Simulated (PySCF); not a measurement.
# C$_{5}$H$_{12}$B$_{2}$ (SMILES BBCCC(=C)C): what the fields show

The calculation's input:

```
{"job": {"kind": "nmr", "xc": "PBE0", "basis": "pcSseg-1"}, "charge": 0, "multiplicity": 1}
B      3.222138     0.279908     0.493797
B      2.198713     0.848615    -0.629305
C      0.646099     0.534617    -0.679596
C      0.040494    -0.151249     0.556290
C     -1.391578    -0.550834     0.326368
C     -1.730305    -1.796007     0.032735
C     -2.405797     0.548227     0.421508
H      3.485354     0.859564     1.479646
H      3.782875    -0.744423     0.371970
H      2.573595     1.523752    -1.520791
H      0.075658     1.440889    -0.900678
H      0.488891    -0.119406    -1.545302
H      0.632416    -1.035947     0.797659
H      0.097717     0.534140     1.404999
H     -0.997686    -2.582938    -0.031481
H     -2.752047    -2.082645    -0.152365
H     -3.409679     0.170114     0.246043
H     -2.195064     1.325768    -0.311821
H     -2.371597     1.007106     1.409400
```

Command:

```sh
OMP_NUM_THREADS=1 python probes_run.py task.json out
```

Geometry: GFN2-xTB.

Theory: PySCF 2.14.0, PBE0/pcSseg-1, SCF density, gas phase, non-relativistic.

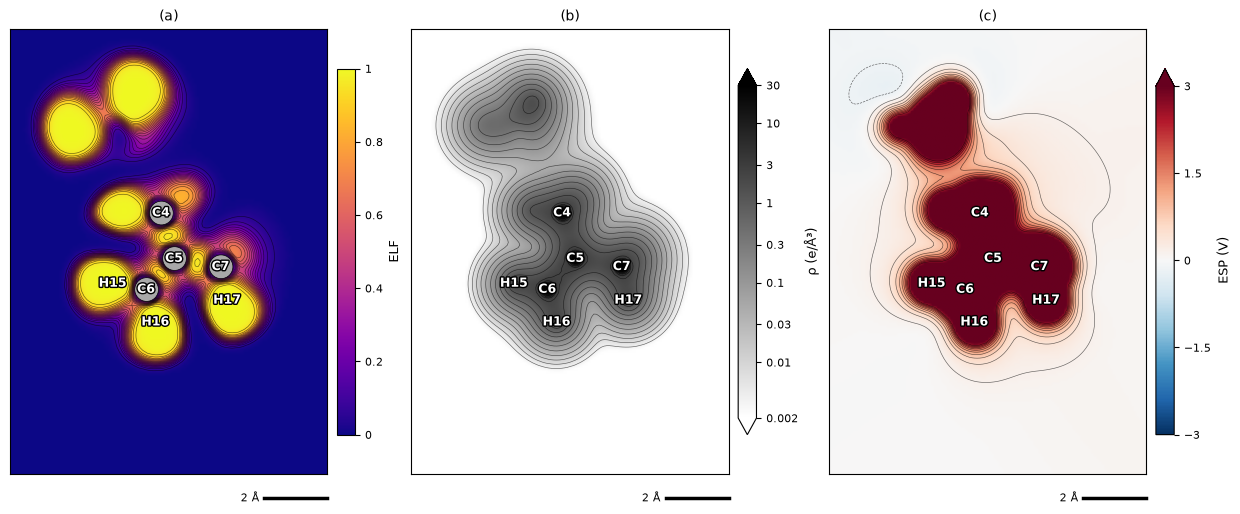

Figure 1. (a) electron localisation function; (b) electron density; (c) molecular electrostatic potential on the plane of atoms C6, C5 and C7. Grey discs cover the atomic cores in the ELF map.

Q: Read the bonding off the picture.

A:
- Atoms in the plane: C and H.
- C–C (1.32 Å): ρ at the midpoint is about 2.3 e/Å³; the ELF peaks at about 0.90 between the atoms (a multiple bond).
- C–H (1.08 Å): ρ at the midpoint is about 2 e/Å³; the ELF climbs to about 1 towards the hydrogen, as it does in any bond to H: an ordinary covalent bond to hydrogen.
- C–C (1.50 Å): ρ at the midpoint is about 1.7 e/Å³; the ELF peaks at about 0.95 between the atoms: localised, covalent bonding.
- The potential has no marked negative region in this plane.

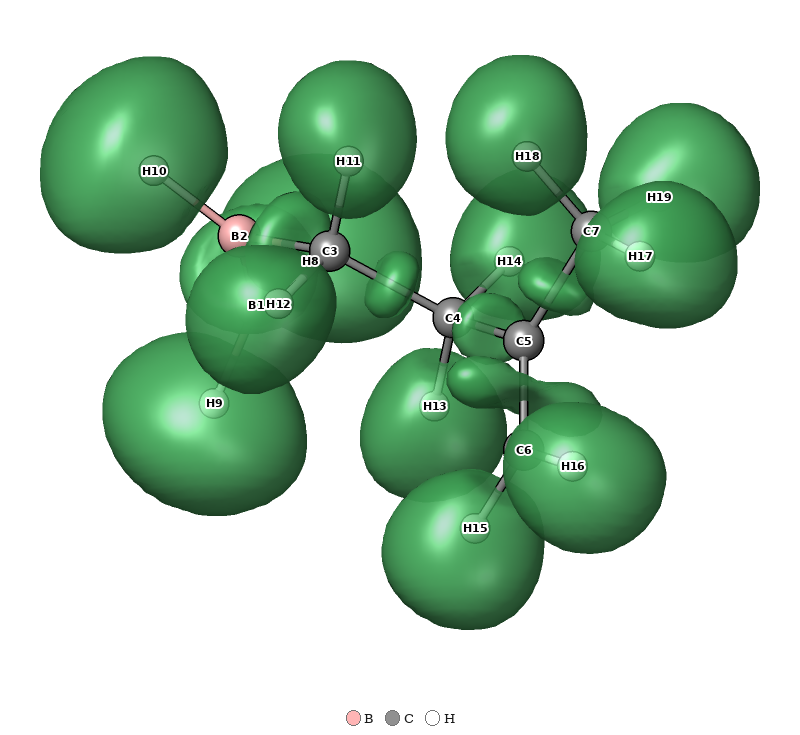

Figure 2. Isosurface of the ELF at 0.85 (green), seen at an oblique angle. Only the valence region is drawn (cores and ρ < 0.01 e/Å³ removed).

Q: Describe the localisation domains.

A: At this value the surface marks out one region between bonded B–B atoms (shared pairs), one region between bonded B–C atoms (shared pairs), four regions between bonded C–C atoms (shared pairs) and twelve regions around hydrogen nuclei. Profiles from the grid: C–B (1.58 Å): the ELF peaks at about 0.95 between the atoms; localised, covalent bonding.

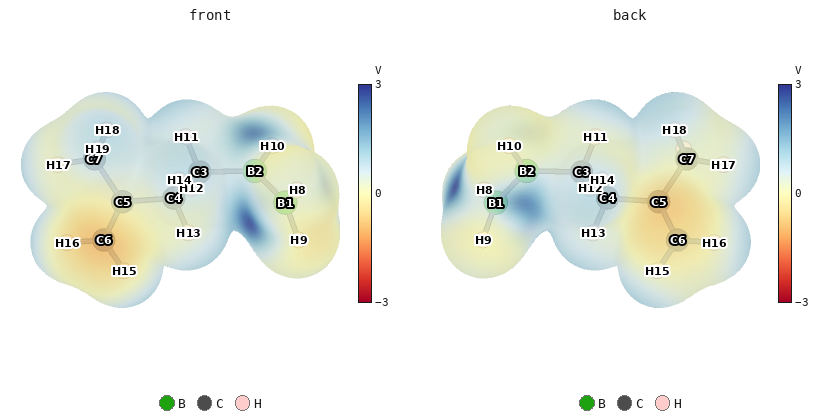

Figure 3. The electrostatic potential painted on the density surface at 0.004 e/bohr³, seen from the front and from behind; the colour scale runs from red (negative) to blue (positive).

Q: Where is the surface potential most negative and most positive?

A: The most negative region (about −0.9 V) lies over the π face of C5 and C6, the most positive (about +2.5 V) over B1.
